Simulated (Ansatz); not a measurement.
Input file:

```
crystal:
  periodic: [false, false, false]
  atoms:
    - {symbol: C, position_ang: [0.485385, 0.945862, 0.259229]}
    - {symbol: Ga, position_ang: [-0.007881, -0.574605, -0.673291]}
    - {symbol: O, position_ang: [-0.162504, -2.007249, -1.567518]}
    - {symbol: H, position_ang: [0.198823, 0.908248, 1.325206]}
    - {symbol: H, position_ang: [0.116147, 1.875794, -0.208404]}
basis:
  gaussian: {orbitals: def2-TZVPD}
total_charge: -1
hamiltonian: {xc: {name: PBE0}}
output: {forces: true, orbitals: {seedname: orbitals}}
```

Run with:

```sh
ansatz run input.yaml --threads 2 --pin off --max-ram 4350MiB --events-out events.jsonl --progress --plain --runs-dir runs
```

Geometry: r2SCAN-D4/def2-SVPD.

These are results of Ansatz, isolated molecule in a Gaussian basis; Kohn-Sham density functional theory, functional PBE0, not measurements.

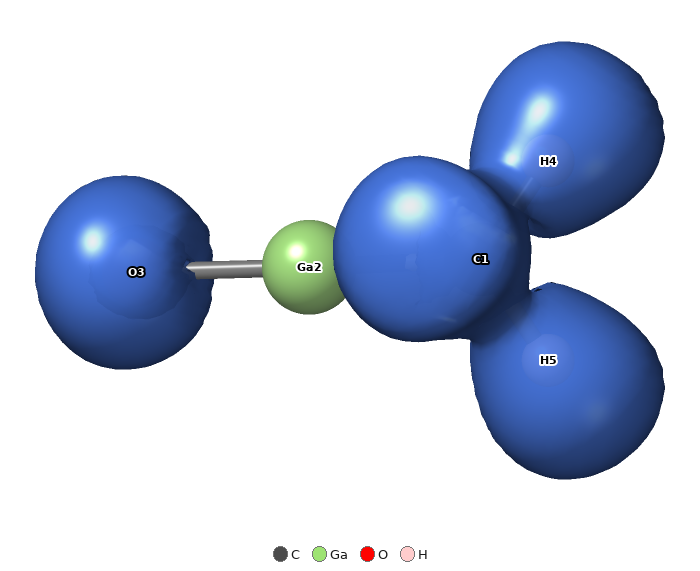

CH$_{2}$GaO (SMILES [CH2-][Ga+][O-]) (charge −1). Isosurface of the ELF at 0.75 (blue), seen at a tilt. Core shells and regions of very low density are left out.

Identify the bonds, lone pairs and shells in this picture.

The surface consists of one region wrapped around O (its valence shell) and one joined region spread over several atoms (C, H), in which their bonds and any lone pairs are merged. Profiles from the grid: Ga–O (1.70 Å): the ELF peaks at about 0.80 in the valence shell of O, 0.6 Å from its nucleus, and is about 0.25 at the midpoint. C–Ga (1.85 Å): the ELF peaks at about 0.85 in the valence shell of C, 0.7 Å from its nucleus, and is about 0.45 at the midpoint.
